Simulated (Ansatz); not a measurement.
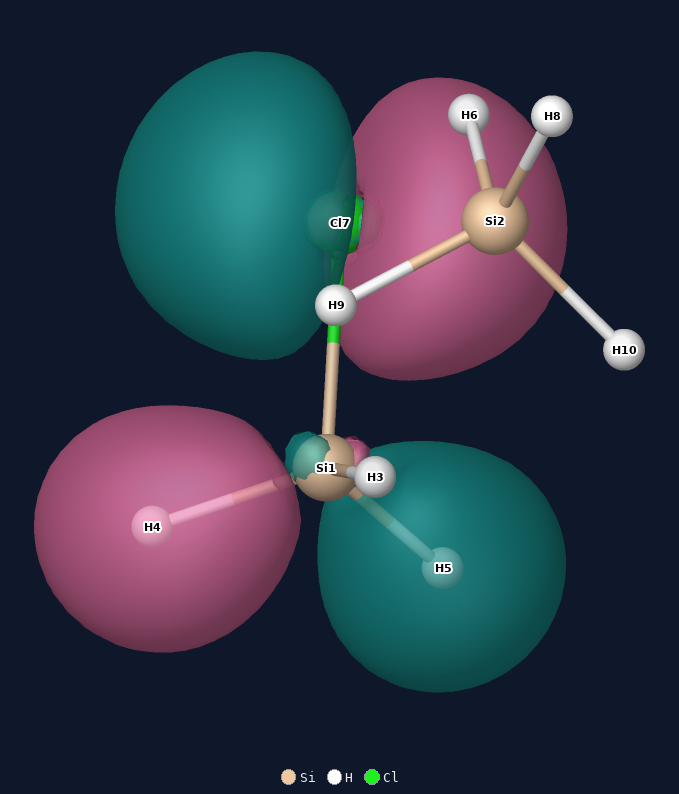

The picture shows: ClH3Si···SiH4. The HOMO−1 at ±0.08 Å⁻³ᐟ² (teal and pink are the two phases), seen at an oblique angle.

The product side of a reaction path; geometry: PBE0-D4/def2-TZVP.

Method: RKS PBE0-D4/def2-TZVPP in Ansatz.

```yaml
atoms:
  - { symbol: Si, position_ang: [-1.2513, 1.6137, -0.8412] }
  - { symbol: Si, position_ang: [1.2581, -1.6317, 0.7175] }
  - { symbol: H, position_ang: [-0.3925, 0.4298, -1.0746] }
  - { symbol: H, position_ang: [-2.6129, 1.3726, -1.3704] }
  - { symbol: H, position_ang: [-0.6540, 2.8132, -1.4708] }
  - { symbol: H, position_ang: [0.6370, -0.7115, 1.7016] }
  - { symbol: Cl, position_ang: [-1.3826, 1.9342, 1.1821] }
  - { symbol: H, position_ang: [2.0652, -2.6559, 1.4282] }
  - { symbol: H, position_ang: [0.1959, -2.3038, -0.0739] }
  - { symbol: H, position_ang: [2.1370, -0.8605, -0.1983] }
```

> Describe this orbital and give its energy.

By Hirshfeld shares it lies mainly on Cl7 (about 65 %), Si1 (about 15 %), H5 (about 10 %) and H4 (about 10 %). Its energy is −9.05 eV.
